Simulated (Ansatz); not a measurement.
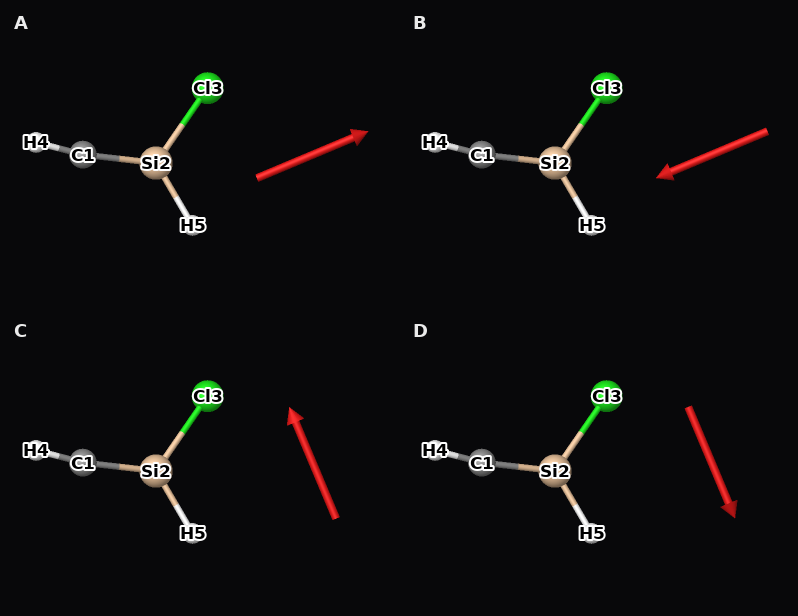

The same molecule four times, each with an arrow. The species is neutral and a spin doublet. The computed structure is the end point of a PBE0-D4/def2-TZVP optimisation. No frequency run is at hand to confirm it as a minimum. Level of theory: UKS PBE0-D4/def2-TZVP (Ansatz 0.2.0).

Question: Which arrow points along the dipole moment, from the negative to the positive end?

Answer: D. The dipole moment is 0.67 D; it points from the side of H4 to the side of H5 (the outermost atoms at the two ends).
